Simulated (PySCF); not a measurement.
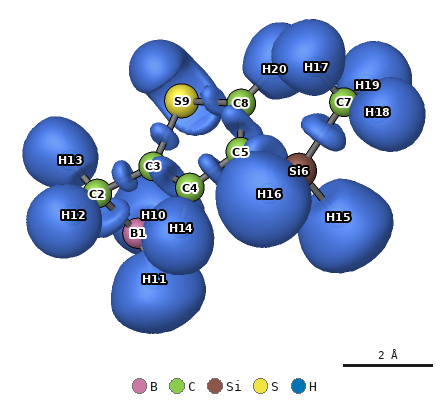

Figure 1: C$_{6}$H$_{11}$BSSi (SMILES BCc1cc([SiH2]C)cs1). Isosurface of the ELF at 0.85 (blue), seen at an oblique angle. Only the valence region is drawn (cores and ρ < 0.01 e/Å³ removed).

Geometry: GFN2-xTB.

The calculation used PBE0/pcSseg-1, SCF density, gas phase, non-relativistic (PySCF).

The calculation's input:

```
{"job": {"kind": "nmr", "xc": "PBE0", "basis": "pcSseg-1"}, "charge": 0, "multiplicity": 1}
B      3.344225     0.513815     0.431681
C      3.090043    -0.213905    -0.934860
C      1.638259     0.089523    -0.744773
C      0.718158    -0.597526    -0.003434
C     -0.579190    -0.027100    -0.003285
Si    -2.029606    -0.746138     0.955142
C     -3.659369    -0.058643     0.272004
C     -0.609766     1.110871    -0.752695
S      0.909089     1.500962    -1.456378
H      3.502188     1.672749     0.451750
H      3.319986    -0.097010     1.428440
H      3.254252    -1.287786    -0.974334
H      3.469917     0.252092    -1.839606
H      0.954719    -1.507115     0.520029
H     -1.884009    -0.388354     2.373653
H     -1.995012    -2.207815     0.810551
H     -3.785144    -0.296813    -0.780565
H     -4.505557    -0.478928     0.807007
H     -3.712869     1.021433     0.374620
H     -1.445462     1.756367    -0.937984
```

Run with:

```sh
OMP_NUM_THREADS=1 python probes_run.py task.json out
```

Q: Where are the electrons localised?

A: The surface consists of one region between bonded B–C atoms (shared pairs), four regions between bonded C–C atoms (shared pairs), two regions between bonded C–S atoms (shared pairs), two regions between bonded C–Si atoms (shared pairs), eleven regions around hydrogen nuclei and one lobe on S, pointing away from the bonds (lone pairs, which may merge into one lobe). Along the contacts the grid gives the following. C–C (1.36 Å): the ELF peaks at about 0.95 between the atoms: localised, covalent bonding. C–B (1.57 Å): the ELF peaks at about 0.95 between the atoms; a covalent bond.
